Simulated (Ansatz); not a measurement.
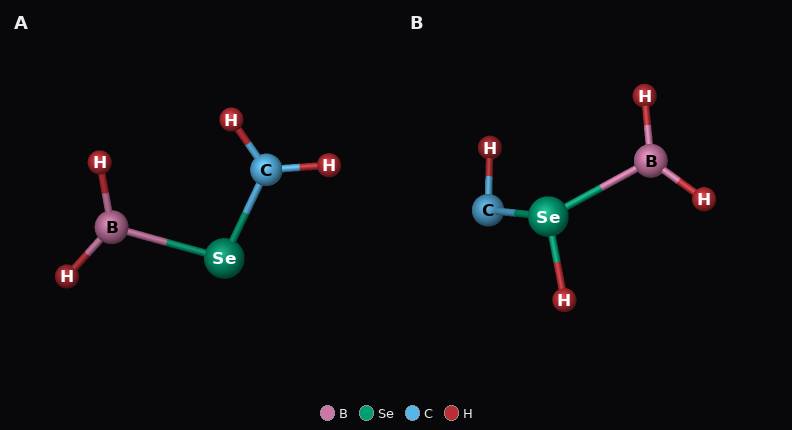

2 stationary structures of one formula. Charge +1, singlet. Geometries: PBE0-D4/def2-TZVP. Electronic energies: RHF-CCSD(T) (frozen core)/def2-TZVPP (Ansatz 0.2.0), without zero-point energy. No frequency run is at hand to confirm each as a minimum. Each is one conformer, not always the lowest.

### Which structure is the most stable?

A is lowest (Cs); B lies 78.9 kcal/mol above it (C1).
